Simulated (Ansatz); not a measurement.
## Response to strain in Ta

Base system: Ta in the bcc (W type) structure (space group Im-3m, No. 229; a = 3.2823 Å; relaxed with 0.1 eV smearing). Axes: x, y, z lie along the cube axes.

Strains are applied to the cell and any free atomic positions relax.

Computed with PBEsol (Ansatz, a quantum-chemistry and plane-wave program, PAW, without spin-orbit coupling).

Notes on the quantities. energy relative to the base: free energy F.

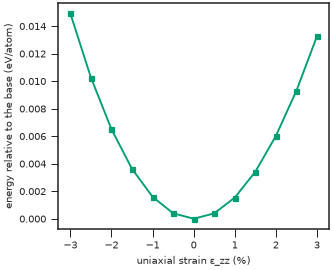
Figure. Energy relative to the base against uniaxial strain ε_zz

Task: From the plot, what is the energy relative to the base for uniaxial strain ε_zz = −3.00 %?

Result: About 0.015 eV/atom.

Task: Is the trend monotonic over the range shown?

Result: No, it turns within the range, spanning 0 meV/atom to +15 meV/atom.

Stability against distortions was not tested. The final runs are not spin-polarised.
